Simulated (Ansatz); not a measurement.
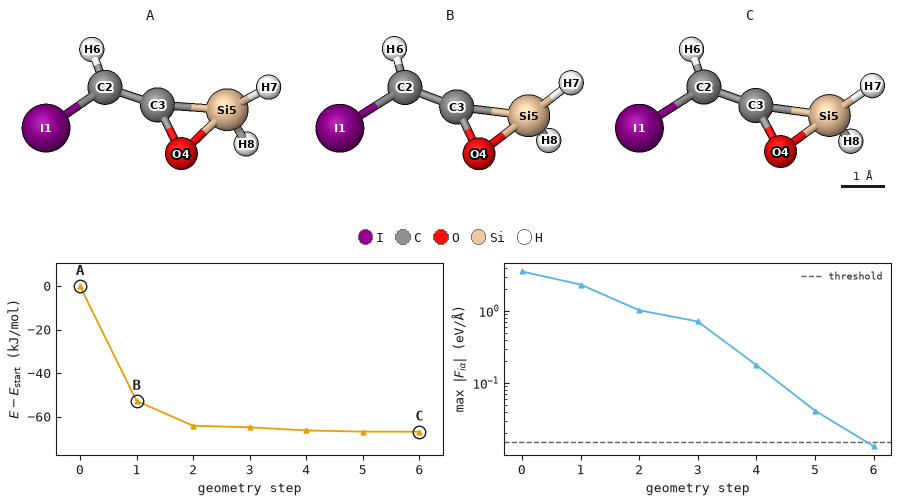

Frames of a relaxation of C₂H₃IOSi, marked on the history of the run. Style: ball-and-stick. Shown at a tilt.

The run prepares an end point of a later path (torsion) calculation, from a guessed geometry.

Theory: RHF/def2-SVP (Ansatz). Set-up: no spin polarisation; force threshold 0.015 eV/Å; at most 40 steps.

Question: What happens along the run?

Answer: The atom that moves furthest after the best rigid fit is Si5 (0.17 Å). By element the largest moves are Si 0.17 Å, I 0.16 Å, H 0.14 Å, O 0.05 Å, C 0.04 Å. Some distances before and after: I1–C2 1.986 → 2.099 Å, O4–Si5 1.786 → 1.684 Å, C3–Si5 1.701 → 1.792 Å, C3–O4 1.422 → 1.371 Å. Bond angles that change, for instance: O4–Si5–H7 106.3° → 117.3°, C3–O4–Si5 62.8° → 71.0°, O4–C3–Si5 69.1° → 62.7°. The energy falls by 66.9 kJ/mol in 6 geometry steps. Largest force component: 3.5 eV/Å at the start, 0.013 eV/Å at the end. The run took roughly 27 core-seconds on a shared host. From step 0 to 1: Si5 moves most (0.17 Å), energy −52.7 kJ/mol. From step 1 to 6: O4 moves most (0.09 Å), energy −14.2 kJ/mol.
